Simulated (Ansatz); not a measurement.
Formation energy of the bound charge states of Ag interstitial in alpha quartz (start: void with 4O nearest, no. 2; 72-site cell, 2×2×2 Γ-centred sampling) against the Fermi level, O-rich (Δμ(Ag) = -0.14 eV, bounded by Ag2O (Pn-3m); only phases computed here count, gases as isolated molecules at 0 K). Calculation: PBE, PAW (plane waves to 420 eV; Ansatz, a quantum-chemistry and plane-wave program).

Set-up: 72-site cell; 2×2×2 Γ-centred k-points; host gap 5.68 eV; charged states image-corrected; energies good to tenths of an eV; flagged in the runs: a host whose relaxation on this sampling wasn't shown to rest, a strain field that reaches the edge of the cell.

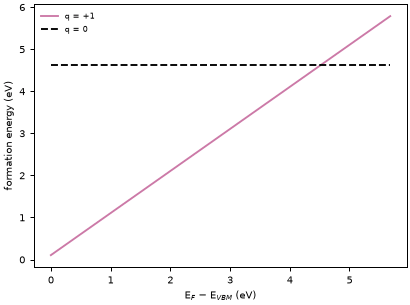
Figure: Formation energy of each charge state against the Fermi level

Crossings of the lowest lines: (+1/0) at 4.51 eV. At the valence-band maximum: q = +1: 0.10 eV; q = 0: 4.62 eV.
